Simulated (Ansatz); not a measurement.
## A computed series for Ti2AlN: pressure series

The reference is Ti2AlN (space group P6_3/mmc, No. 194; a = 2.964 Å, c = 13.534 Å; a cell from a computed database, its experimental status unchecked).

Cell and atoms are relaxed at each pressure.

Calculations: PBEsol (Ansatz, a program for electronic structure), spin-orbit coupling left out.

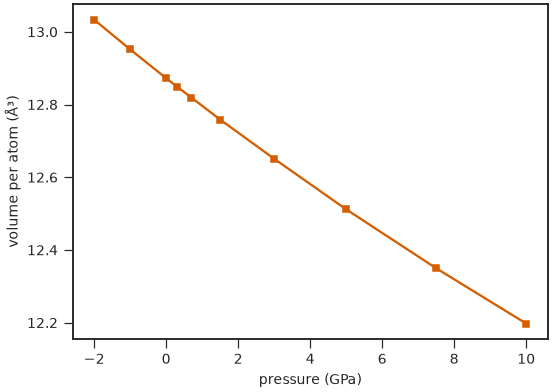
Figure. Volume per atom against pressure

Problem. From the plot, what is the volume per atom for pressure 10 GPa?

Solution. About 12.20 Å³.

Problem. Is the trend monotonic over the range shown?

Solution. Yes, it falls throughout, spanning 12.20 Å³ to 13.03 Å³.

Load acts through the strain it causes; cell and atoms are relaxed under it. Stability against distortions was not tested. Competing high-pressure phases were not computed. All final runs are without spin polarisation.
